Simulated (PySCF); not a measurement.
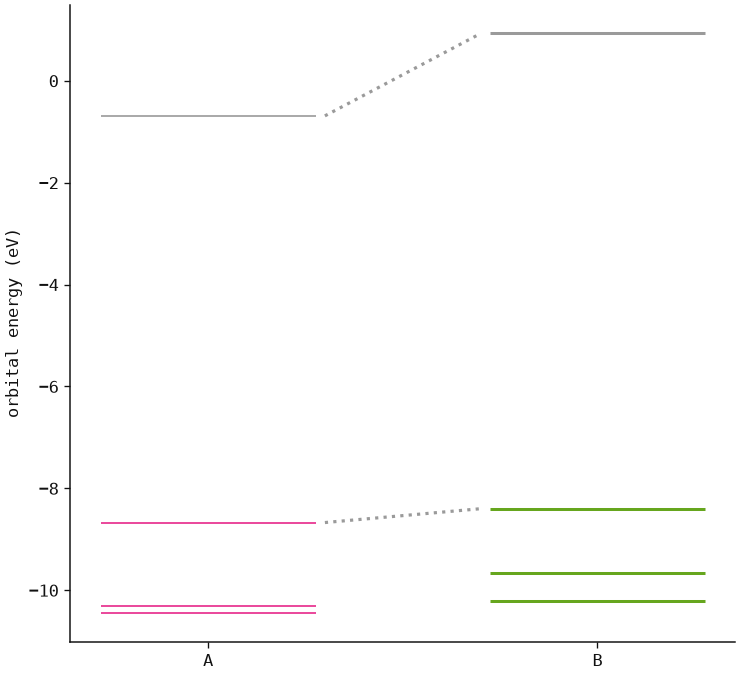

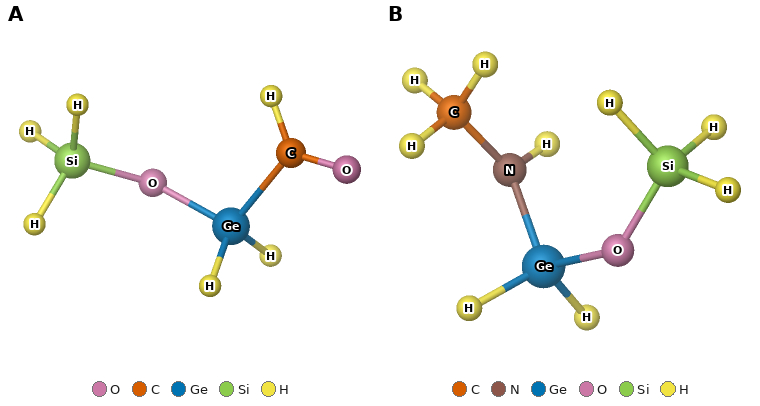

Related molecules: A is CH₆GeO₂Si, SMILES O=[CH][GeH2][O][SiH3], singlet; B is CH₉GeNOSi, SMILES C[NH][GeH2][O][SiH3], singlet. Frontier orbital energies, CAM-B3LYP/def2-SVPD with PySCF, at a PBE0-D3(BJ)/def2-SVP geometry (no frequency check); drawn are at most three filled levels and, in grey, the LUMO with any level within 0.03 eV of it; dotted lines join the HOMOs and the LUMOs.

### What does the change do to the frontier levels?

From A to B the HOMO rises by 0.27 eV and the LUMO rises by 1.62 eV, so the separation goes from 7.98 to 9.33 eV.

### Does the ΔSCF ionisation energy follow the HOMO?

A: −ε(HOMO) 8.67, ΔSCF 9.61 eV; B: −ε(HOMO) 8.40, ΔSCF 9.13 eV.

Caveats, for all or some of the runs: empty levels above zero depend strongly on the basis; one conformer of a flexible molecule.
